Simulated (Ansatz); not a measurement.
Profile along the Ti–Ti line in TiAl (CuAu type, space group P4/mmm)

TiAl (CuAu type, space group P4/mmm)

```yaml
crystal:
  lattice:
    - [2.81288, 0.00000, 0.00000]
    - [0.00000, 2.81288, 0.00000]
    - [0.00000, 0.00000, 4.05874]
  atoms:
    - { symbol: Al, position: [0.50000, 0.50000, 0.50000] }
    - { symbol: Ti, position: [0.00000, 0.00000, 0.00000] }
```

Fields along a shortest Ti–Ti line of a (010) plane (2.81 Å), from Ti to Ti, interpolated on the slice's grid (step about 0.1 Å). The numbers are results of r2SCAN (plane waves to 500 eV, PAW, scalar-relativistic; Ansatz, an electronic-structure program), not measurements. k mesh 16×16×12. Inside the PAW spheres the values are not all-electron values, and peaks at nuclei hang on which shells count as valence. The PAW data are Ansatz's earlier set. TiAl is run without spin polarisation. TiAl was relaxed with its symmetry unable to fall.

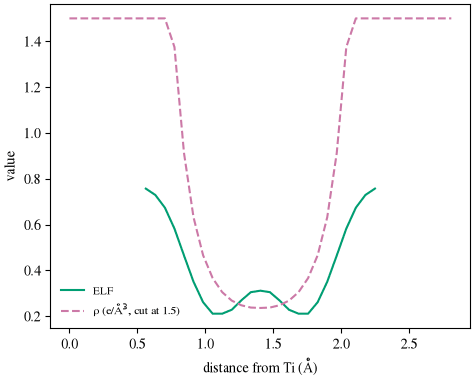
*ELF (away from the nuclei) and valence density from Ti to Ti.*

Density on the Ti–Ti line (2.81 Å) at its midpoint: 0.24 e/Å³. ELF at that point: 0.3.
